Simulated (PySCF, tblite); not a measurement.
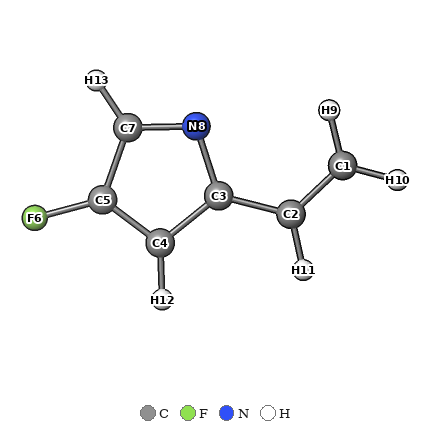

First-order isotropic EPR spectrum (fast tumbling, first derivative) of C₆H₅FN, SMILES C=CC1=CC(F)=C[N]1, doublet at 9.50 GHz, Lorentzian lines of 0.06 mT full width at half height, from computed g and hyperfine couplings (B3LYP/pcH-1 in PySCF, at a GFN2-xTB geometry (a minimum by its frequencies), gas phase); values of one conformer, averaged over methyl-type rotors alone; other conformers aren't averaged in; no vibrational averaging; dilute isotopes left out. The SMILES is one Lewis form and needn't show where the spin sits.

Give g and the hyperfine couplings.

Answer. g_iso = 2.0028, which centres the spectrum at 338.9 mT; it spans 5.0 mT.

| nuclei | isotope | a (mT) | a (MHz) |
| --- | --- | --- | --- |
| F6 | ¹⁹F | 1.71 | 48.0 |
| H10 | ¹H | −0.96 | −27.0 |
| H9 | ¹H | −0.93 | −26.2 |
| H13 | ¹H | −0.74 | −20.7 |
| H11 | ¹H | 0.29 | 8.1 |
| H12 | ¹H | 0.14 | 3.8 |
| N8 | ¹⁴N | −0.10 | −2.7 |

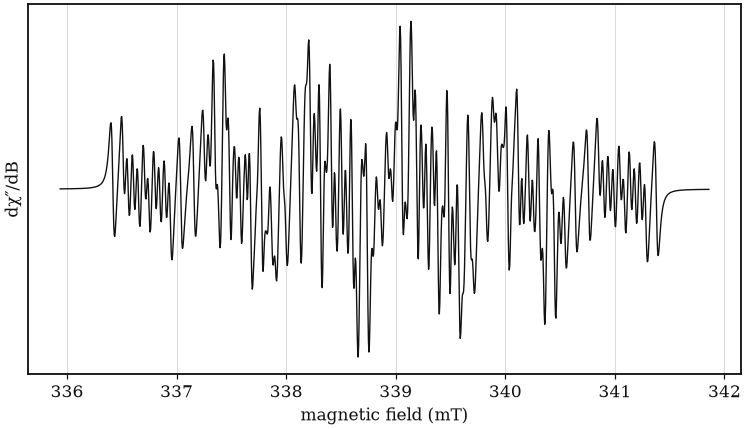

Caveats: the tight-binding geometry is rougher than a DFT one and adds to the error.
